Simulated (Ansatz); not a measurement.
Run report: CH5Ga, geometry relaxation

- system: CH5Ga
- method: RKS PBE-D4/def2-SVP (Ansatz 0.2.0)

The input holds or restrains some coordinates. Forces given for the steps count only the free coordinates. It belongs to a series of runs on one base structure; here: pulled along the bonds that form and break, towards end B. Figures and captions count atoms from 1; the log counts them from 0 in places.

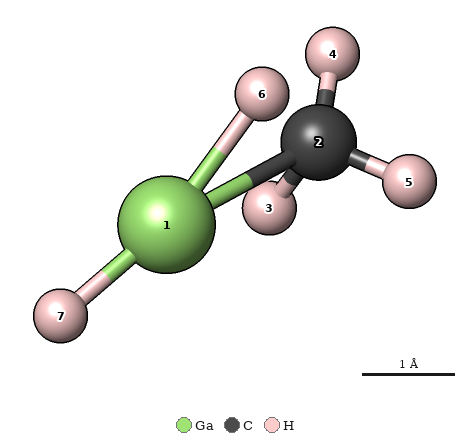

Figure 1. The starting structure (ball-and-stick view, seen at a tilt; atoms are numbered from 1 in the order of the input). Sticks mark near contacts. Bond lengths as drawn: C–Ga 2.18 Å, C–H 1.11 Å and Ga–H 1.57 to 1.77 Å.

**The input**
```yaml
crystal:
  periodic: [false, false, false]
  atoms:
    - { symbol: Ga, position_ang: [0.0, 0.0, 0.0] }
    - { symbol: C, position_ang: [1.4139, 0.0, 1.6593] }
    - { symbol: H, position_ang: [0.4143, -0.3092, 2.0298] }
    - { symbol: H, position_ang: [2.1815, -0.7111, 2.0298] }
    - { symbol: H, position_ang: [1.6459, 1.0203, 2.0298] }
    - { symbol: H, position_ang: [1.7614, 0.0, 0.174] }
    - { symbol: H, position_ang: [-1.3596, 0.0, -0.785] }
basis:
  gaussian: { orbitals: def2-SVP }
hamiltonian:
  xc: pbe
  dispersion: d4
relax:
  f_tol: 0.15
  max_steps: 25
  restrain:
    - { distance: [1, 5], at: 1.11, k: 30.0 }
    - { distance: [0, 1], at: 3.18, k: 30.0 }
    - { distance: [0, 5], at: 2.77, k: 30.0 }
output:
  orbitals: {}
```

Run on 1 thread of Intel Xeon (Sapphire Rapids), 32 GiB of memory available, shared host.

Run as:
```bash
ansatz run input.yaml --threads 1 --pin off --max-ram 2048MiB --backend cpu --events-out ev --progress --plain --runs-dir out
```

**Log**
```
The last accepted step is kept in [file] (removed where the run ends without a failure and the disk answers)
Engine: ansatz 0.2.0, x86_64-unknown-linux-gnu
Functional definition: PBE
  parameter kappa = 0.804
  parameter beta = 0.06672455060314922
  exchange = pbe_x(kappa = kappa, mu = beta*pi^2/3)
  correlation = pbe_c(beta = beta)
803 factors; their error is unknown
mean field evaluation 1: about -53462.4715 eV, gradient 6.8e1 eV
mean field evaluation 2: about -53417.0648 eV, gradient 1.3e2 eV
mean field evaluation 4: about -53469.6146 eV, gradient 2.5e1 eV
mean field evaluation 8: about -53471.6470 eV, gradient 1.6e1 eV
mean field evaluation 16: about -53473.6613 eV, gradient 2.5e0 eV
mean field evaluation 32: about -53473.6530 eV, gradient 2.7e-6 eV
mean field -53473.65299619 eV, -1965.1205018663 hartree, gradient 2.7e-6 eV, S^2 0.000000; 6 other end points of the search recorded, 0 dependent functions left out
the calculation of the forces begins
reference -53473.65302989 eV, -1965.1205031045 hartree; 21, 21 occupied and 50, 50 virtual orbitals, 803 factors
relax step   1: F+E_penalty+E_count = -53473.74095295 eV  Δ(F+E_penalty+E_count) = +0.000e0 eV  max|allowed force component| = 3.355e0 eV/Å  E_restraint = 32.58933626 eV  max|allowed force component, restraints' pulls added| = 4.603e1 eV/Å  Δτ_max = 0.0000 Å  (152 SCF iters, accepted)
  distance C 1 - H 5 = 1.5254 Å
  distance Ga 0 - C 1 = 2.1800 Å
  distance Ga 0 - H 5 = 1.7700 Å
these checks for a lower state are left out or cut short: starts, cluster_reference, orbital_swaps, neighbouring_geometries, increment
803 factors; their error is unknown
mean field evaluation 64: about -53473.7920 eV, gradient 3.5e-5 eV
mean field -53473.79201745 eV, -1965.1256108034 hartree, gradient 3.5e-5 eV, S^2 0.000000; 0 other end points of the search recorded, 0 dependent functions left out
[... from here on the field's lines of each further geometry are left out, up to the last ...]
relax step   2: F+E_penalty+E_count = -53473.88377343 eV  Δ(F+E_penalty+E_count) = -1.428e-1 eV  max|allowed force component| = 5.755e0 eV/Å  E_restraint = 18.31175769 eV  max|allowed force component, restraints' pulls added| = 3.308e1 eV/Å  Δτ_max = 0.1950 Å  (41 SCF iters, accepted)
relax step   3: F+E_penalty+E_count = -53474.28758406 eV  Δ(F+E_penalty+E_count) = -4.038e-1 eV  max|allowed force component| = 9.251e0 eV/Å  E_restraint = 7.15693844 eV  max|allowed force component, restraints' pulls added| = 1.544e1 eV/Å  Δτ_max = 0.1948 Å  (34 SCF iters, accepted)
relax step   4: F+E_penalty+E_count = -53475.59732042 eV  Δ(F+E_penalty+E_count) = -1.310e0 eV  max|allowed force component| = 8.526e0 eV/Å  E_restraint = 1.17746899 eV  max|allowed force component, restraints' pulls added| = 8.526e0 eV/Å  Δτ_max = 0.1951 Å  (28 SCF iters, accepted)
relax step   5: F+E_penalty+E_count = -53477.08182095 eV  Δ(F+E_penalty+E_count) = -1.485e0 eV  max|allowed force component| = 4.650e0 eV/Å  E_restraint = 0.08460008 eV  max|allowed force component, restraints' pulls added| = 4.650e0 eV/Å  Δτ_max = 0.1949 Å  (28 SCF iters, accepted)
relax step   6: F+E_penalty+E_count = -53477.96722447 eV  Δ(F+E_penalty+E_count) = -8.854e-1 eV  max|allowed force component| = 1.387e0 eV/Å  E_restraint = 0.03988668 eV  max|allowed force component, restraints' pulls added| = 2.685e0 eV/Å  Δτ_max = 0.1941 Å  (31 SCF iters, accepted)
relax step   7: F+E_penalty+E_count = -53478.13388565 eV  Δ(F+E_penalty+E_count) = -1.667e-1 eV  max|allowed force component| = 5.106e-1 eV/Å  E_restraint = 0.03767168 eV  max|allowed force component, restraints' pulls added| = 1.533e0 eV/Å  Δτ_max = 0.2000 Å  (31 SCF iters, accepted)
relax step   8: F+E_penalty+E_count = -53478.19742638 eV  Δ(F+E_penalty+E_count) = -6.354e-2 eV  max|allowed force component| = 4.189e-1 eV/Å  E_restraint = 0.02534212 eV  max|allowed force component, restraints' pulls added| = 1.021e0 eV/Å  Δτ_max = 0.2000 Å  (26 SCF iters, accepted)
relax step   9: F+E_penalty+E_count = -53478.23617349 eV  Δ(F+E_penalty+E_count) = -3.875e-2 eV  max|allowed force component| = 3.229e-1 eV/Å  E_restraint = 0.00458698 eV  max|allowed force component, restraints' pulls added| = 2.615e-1 eV/Å  Δτ_max = 0.1918 Å  (27 SCF iters, accepted)
relax step  10: F+E_penalty+E_count = -53478.27567042 eV  Δ(F+E_penalty+E_count) = -3.950e-2 eV  max|allowed force component| = 2.532e-1 eV/Å  E_restraint = 0.00267938 eV  max|allowed force component, restraints' pulls added| = 2.543e-1 eV/Å  Δτ_max = 0.2000 Å  (27 SCF iters, accepted)
relax step  11: F+E_penalty+E_count = -53478.30537767 eV  Δ(F+E_penalty+E_count) = -2.971e-2 eV  max|allowed force component| = 1.451e-1 eV/Å  E_restraint = 0.00085699 eV  max|allowed force component, restraints' pulls added| = 1.416e-1 eV/Å  Δτ_max = 0.2000 Å  (25 SCF iters, accepted)
relax step  12: F+E_penalty+E_count = -53478.32081390 eV  Δ(F+E_penalty+E_count) = -1.544e-2 eV  max|allowed force component| = 1.647e-1 eV/Å  E_restraint = 0.00036538 eV  max|allowed force component, restraints' pulls added| = 1.602e-1 eV/Å  Δτ_max = 0.1947 Å  (24 SCF iters, accepted)
the calculation of the forces begins
reference -53478.23390201 eV, -1965.2888470498 hartree; 21, 21 occupied and 50, 50 virtual orbitals, 803 factors
relax step  13: F+E_penalty+E_count = -53478.32489723 eV  Δ(F+E_penalty+E_count) = -4.083e-3 eV  max|allowed force component| = 4.396e-2 eV/Å  E_restraint = 0.00006629 eV  max|allowed force component, restraints' pulls added| = 1.763e-2 eV/Å  Δτ_max = 0.1433 Å  (26 SCF iters, accepted)
  distance C 1 - H 5 = 1.1090 Å
  distance Ga 0 - C 1 = 3.1818 Å
  distance Ga 0 - H 5 = 2.7703 Å
803 factors; their error is unknown
mean field evaluation 160: about -53478.2339 eV, gradient 1.4e-5 eV
```

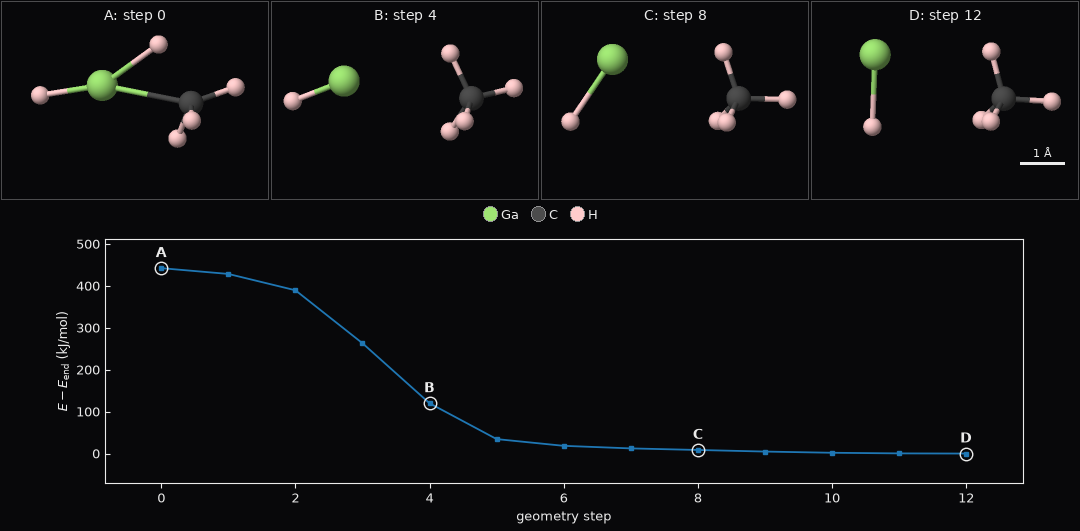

Figure 2. Frames of the restrained relaxation (ball-and-stick view, seen at a tilt) above the curves, on which the letters mark them (the first geometry is step 0 here and step 1 in the log).

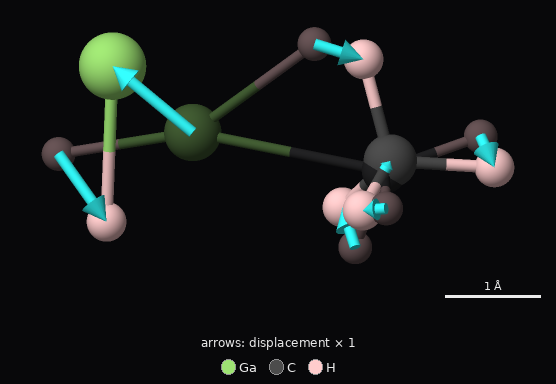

Figure 3. Start (faint) and end (solid) with the displacements as teal arrows, at true length (ball-and-stick view, seen at a tilt). The two geometries are laid on each other by the best rigid fit. The atom that moves furthest after the best rigid fit is Ga1 (1.10 Å). Largest moves by element: Ga 1.10 Å, H 0.89 Å, C 0.12 Å. Distances before and after: Ga1–C2 2.180 → 3.182 Å, Ga1–H6 1.770 → 2.770 Å, C2–H6 1.525 → 1.109 Å, Ga1–H7 1.570 → 1.704 Å. New bonds form: C2–H6 (1.53 → 1.11 Å). Bonds break: Ga1–C2 (2.18 → 3.18 Å), Ga1–H6 (1.77 → 2.77 Å). After 12 geometry steps the energy has fallen by 442.3 kJ/mol. The largest force component goes from 3.4 to 0.044 eV/Å. (Atoms are counted from 1 in the order of the input.)

```
mean field -53478.23386798 eV, -1965.2888457993 hartree, gradient 1.3e-5 eV, S^2 0.000000; 1 other end points of the search recorded, 0 dependent functions left out
the calculation of the forces begins
reference -53478.23390201 eV, -1965.2888470498 hartree; 21, 21 occupied and 50, 50 virtual orbitals, 803 factors
Total energy: -53478.32493126 eV, -1965.2921923131 hartree
Atom 0 at    -0.141159     0.025462    -1.089715 Å, force    -0.034329     0.007153    -0.043963 eV/Å
Atom 1 at     1.514047    -0.023726     1.627261 Å, force     0.026884    -0.013696     0.033320 eV/Å
Atom 2 at     0.505896    -0.483253     1.630381 Å, force     0.010877     0.010376     0.017633 eV/Å
Atom 3 at     2.134971    -0.504646     2.406793 Å, force    -0.004871     0.000023    -0.014586 eV/Å
Atom 4 at     1.417106     1.056878     1.843165 Å, force     0.004025     0.000810    -0.002450 eV/Å
Atom 5 at     2.010368    -0.162381     0.645244 Å, force     0.008993     0.001846     0.024295 eV/Å
Atom 6 at    -1.383829     0.091666     0.074571 Å, force    -0.011579    -0.006511    -0.014249 eV/Å
Dipole moment:     0.118516    -0.005862     0.057802 e Å
```

**Trajectory as extended XYZ (Å, eV, eV/Å), 13 frames, from step=1 to step=13**
```
7
Properties=species:S:1:pos:R:3:forces:R:3 step=1 energy=-53473.74095
Ga    0.0000    0.0000    0.0000    3.2790  -0.4058  -3.3553
C     1.4139    0.0000    1.6593    0.0672   0.9028   1.9371
H     0.4143   -0.3092    2.0298   -0.0652  -0.2568   1.1637
H     2.1815   -0.7111    2.0298   -0.2791  -0.2163  -0.5188
H     1.6459    1.0203    2.0298   -0.2998  -0.0538   0.1903
H     1.7614    0.0000    0.1740   -1.7798  -0.2102  -0.7662
H    -1.3596    0.0000   -0.7850   -0.9223   0.2402   1.3492
7
Properties=species:S:1:pos:R:3:forces:R:3 step=2 energy=-53473.88377
Ga   -0.1601   -0.0025   -0.1112    3.2838   0.2523  -1.5240
C     1.4821    0.0039    1.6915    1.8365   0.0697  -1.9686
H     0.4241   -0.3081    2.0322    0.9144   0.0640  -1.0543
H     2.1890   -0.7181    2.0319    1.0606  -0.9496   1.4838
H     1.6480    1.0245    2.0339    0.3076   0.6225   0.3921
H     1.8547   -0.0012    0.2453   -1.6480   0.0452   4.4552
H    -1.3803    0.0014   -0.7860   -5.7549  -0.1041  -1.7842
7
Properties=species:S:1:pos:R:3:forces:R:3 step=3 energy=-53474.28758
Ga   -0.3205    0.0022   -0.2216    7.3191   0.3640   2.0156
C     1.5880    0.0024    1.6909   -1.9627   0.7587  -3.4227
H     0.4420   -0.3047    2.0096    2.4831   0.3875  -1.3482
H     2.2062   -0.7297    2.0540    2.3589  -1.9852   2.1746
H     1.6547    1.0299    2.0363    0.6539   0.6256   0.4852
H     1.9338    0.0011    0.3838   -1.6014   0.0249   4.2501
H    -1.4468   -0.0013   -0.8153   -9.2510  -0.1755  -4.1547
7
Properties=species:S:1:pos:R:3:forces:R:3 step=4 energy=-53475.59732
Ga   -0.4473    0.0125   -0.3571    7.5232   0.3530   2.2926
C     1.6717    0.0104    1.6962   -2.6320   0.0141  -1.8940
H     0.5080   -0.2944    1.9886    2.6077   0.3690  -1.3863
H     2.2558   -0.7642    2.0957    1.6297  -1.0138   1.8607
H     1.6720    1.0419    2.0486    0.8651   0.4241   0.5850
H     2.0154   -0.0004    0.5610   -1.4678   0.0804   2.0351
H    -1.6180   -0.0057   -0.8953   -8.5259  -0.2268  -3.4930
7
Properties=species:S:1:pos:R:3:forces:R:3 step=5 energy=-53477.08182
Ga   -0.4658    0.0246   -0.4972    4.0897   0.2546   0.5490
C     1.7021    0.0082    1.7359   -1.7009  -0.2316  -0.9556
H     0.5918   -0.2886    1.9487    1.4988   0.1231  -0.8936
H     2.2996   -0.7804    2.1613    0.8971  -0.1705   1.3101
H     1.7094    1.0501    2.0800    0.8059   0.1471   0.5704
H     2.0270   -0.0009    0.6525   -0.9407   0.0573   0.7037
H    -1.8068   -0.0129   -0.9434   -4.6499  -0.1800  -1.2840
7
Properties=species:S:1:pos:R:3:forces:R:3 step=6 energy=-53477.96722
Ga   -0.4107    0.0437   -0.6823    1.1081   0.1247  -0.4219
C     1.6932    0.0009    1.7588    0.5130  -0.0272  -0.3795
H     0.6435   -0.3015    1.8885   -0.2277  -0.2114  -0.2557
H     2.3289   -0.7589    2.2513    0.0956   0.3436   0.5295
H     1.7595    1.0436    2.1273    0.3844  -0.1774   0.2911
H     2.0249   -0.0052    0.6945   -0.4862   0.0304   0.2541
H    -1.9820   -0.0226   -0.9006   -1.3872  -0.0827  -0.0175
7
Properties=species:S:1:pos:R:3:forces:R:3 step=7 energy=-53478.13389
Ga   -0.3463   -0.0866   -0.7598    0.0546  -0.0506  -0.5106
C     1.6839   -0.0073    1.7417    0.4666   0.0249   0.0836
H     0.6648   -0.4204    1.8293   -0.1090  -0.1567  -0.1114
H     2.3762   -0.6521    2.3276   -0.1273   0.2939   0.1618
H     1.6527    1.0424    2.1008    0.1974  -0.1463   0.1172
H     2.0421   -0.0194    0.6927   -0.2303  -0.0116   0.1064
H    -2.0161    0.1436   -0.7946   -0.2519   0.0463   0.1529
7
Properties=species:S:1:pos:R:3:forces:R:3 step=8 energy=-53478.19743
Ga   -0.2830   -0.1169   -0.8397   -0.1615  -0.0182  -0.4189
C     1.6622   -0.0130    1.7169    0.1823  -0.0172   0.2611
H     0.6576   -0.4790    1.7684    0.0187  -0.0771  -0.0407
H     2.3501   -0.5913    2.3754   -0.1590   0.2348  -0.0086
H     1.5670    1.0424    2.0477    0.1408  -0.1278   0.0387
H     2.0557   -0.0479    0.6846   -0.0635  -0.0015   0.0214
H    -1.9523    0.2057   -0.6156    0.0422   0.0071   0.1471
7
Properties=species:S:1:pos:R:3:forces:R:3 step=9 energy=-53478.23617
Ga   -0.2319   -0.1360   -0.9005   -0.2983   0.0231  -0.2901
C     1.6358   -0.0158    1.6903    0.0612  -0.0702   0.3229
H     0.6419   -0.5126    1.7155    0.0599   0.0008   0.0197
H     2.3076   -0.5479    2.4032   -0.1394   0.1353  -0.1600
H     1.5117    1.0393    2.0090    0.0528  -0.0731  -0.0536
H     2.0571   -0.0669    0.6686    0.0370   0.0204   0.0794
H    -1.8647    0.2399   -0.4483    0.2268  -0.0364   0.0817
7
Properties=species:S:1:pos:R:3:forces:R:3 step=10 energy=-53478.27567
Ga   -0.1955   -0.1113   -0.9647   -0.1942   0.0166  -0.2047
C     1.6029   -0.0165    1.6710   -0.0048  -0.0850   0.2532
H     0.6089   -0.5150    1.6839    0.0614   0.0425   0.0240
H     2.2574   -0.5338    2.4068   -0.0902   0.0867  -0.1309
H     1.4784    1.0442    1.9673    0.0200  -0.0604  -0.0543
H     2.0514   -0.0875    0.6620    0.0457   0.0255   0.0527
H    -1.7461    0.2199   -0.2886    0.1622  -0.0260   0.0599
7
Properties=species:S:1:pos:R:3:forces:R:3 step=11 energy=-53478.30538
Ga   -0.1664   -0.0660   -1.0201   -0.1325   0.0164  -0.1212
C     1.5681   -0.0232    1.6529    0.0002  -0.0519   0.1451
H     0.5818   -0.5330    1.6661    0.0233   0.0448   0.0184
H     2.2179   -0.5038    2.4128   -0.0391   0.0365  -0.0759
H     1.4304    1.0457    1.9081   -0.0014  -0.0435  -0.0388
H     2.0411   -0.1206    0.6562    0.0314   0.0192   0.0449
H    -1.6154    0.2008   -0.1383    0.1180  -0.0215   0.0276
7
Properties=species:S:1:pos:R:3:forces:R:3 step=12 energy=-53478.32081
Ga   -0.1435   -0.0294   -1.0703   -0.1647   0.0242   0.0127
C     1.5342   -0.0249    1.6365    0.0363  -0.0174   0.0582
H     0.5427   -0.5206    1.6462   -0.0001   0.0293  -0.0050
H     2.1731   -0.4988    2.4061    0.0022   0.0089  -0.0132
H     1.4065    1.0493    1.8705   -0.0063  -0.0236  -0.0150
H     2.0274   -0.1381    0.6497   -0.0107   0.0050   0.0374
H    -1.4830    0.1625   -0.0010    0.1432  -0.0264  -0.0750
7
Properties=species:S:1:pos:R:3:forces:R:3 step=13 energy=-53478.32490
Ga   -0.1412    0.0255   -1.0897   -0.0343   0.0072  -0.0440
C     1.5140   -0.0237    1.6273    0.0269  -0.0137   0.0333
H     0.5059   -0.4833    1.6304    0.0109   0.0104   0.0176
H     2.1350   -0.5046    2.4068   -0.0049   0.0000  -0.0146
H     1.4171    1.0569    1.8432    0.0040   0.0008  -0.0024
H     2.0104   -0.1624    0.6452    0.0090   0.0018   0.0243
H    -1.3838    0.0917    0.0746   -0.0116  -0.0065  -0.0142
```

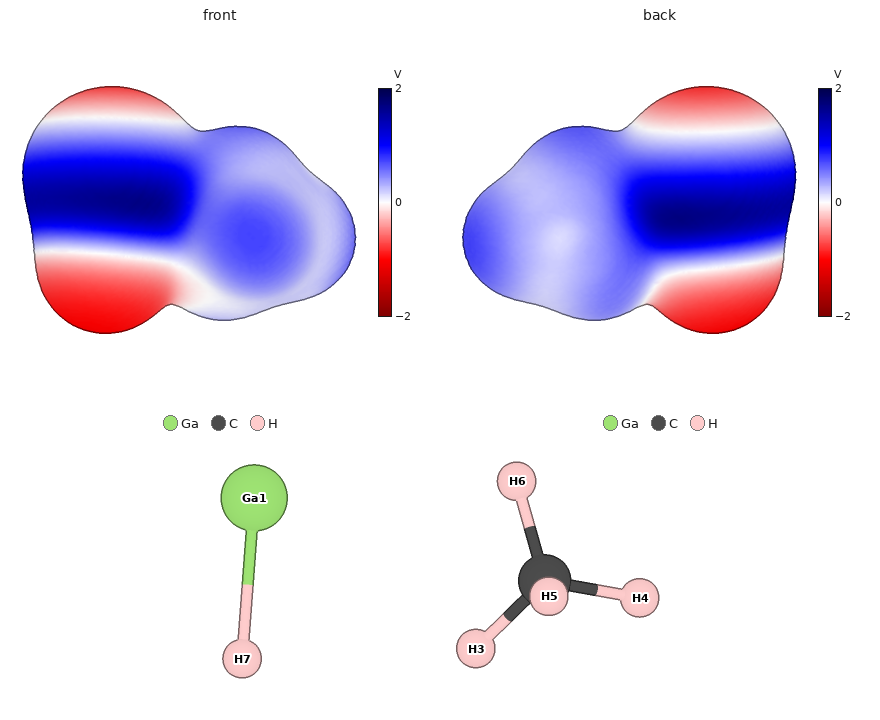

Figure 4. The molecular electrostatic potential painted on the density surface at 0.002 e/bohr³, seen face on and from behind; the colour scale runs from red (negative) to blue (positive). The bare structure is drawn below in the same view.

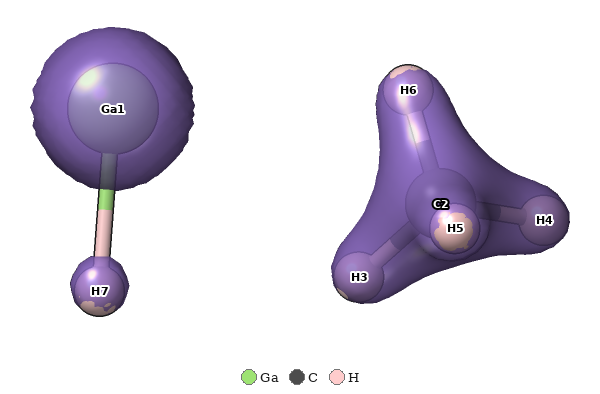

Figure 5. Isosurface of the electron density at 1 e/Å³ (purple), seen at a tilt. At this value the surface falls into three separate pieces. It is pinched off along the C···Ga (3.18 Å) and Ga–H (1.70 Å) contacts. On the grid the lowest density along these lines, outside the cores, is 0.06 e/Å³ (C···Ga, 3.18 Å), 1.8 e/Å³ (C–H, 1.11 Å) and 0.62 e/Å³ (Ga–H, 1.70 Å).

**Results in brief**

- outcome: converged under the restraints of the input
- total energy: −53478.3249 eV
- mean-field energy: −53478.2339 eV
- largest force (length of the vector) at the end, held atoms and coordinates included: 0.056 eV/Å
- wall time: 15 s
- peak memory: 0.15 GiB
